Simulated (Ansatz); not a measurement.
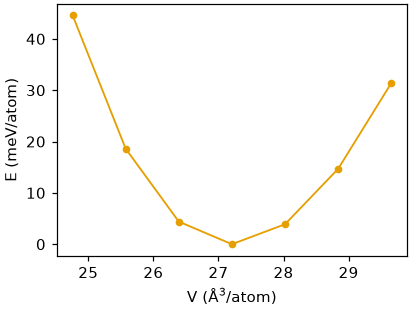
*Sn (β-Sn type, I4_1/amd) under volume change, PBE+D3(BJ) (plane waves, PAW; program Ansatz), shape and atoms relaxed at each volume.*

Q: What does a third-order Birch–Murnaghan fit give for V₀, B₀ and B′?

A: V₀ = 27.21 Å³/atom, B₀ = 53.9 GPa, B′ = 4.8.

The PBE+D3(BJ) relaxation kept the symmetry of its start. The pairwise dispersion correction was not fitted to metals. Scalar-relativistic: spin–orbit coupling is off unless named, which matters more the heavier the elements.

Potentials: the later of the program's two PAW sets.
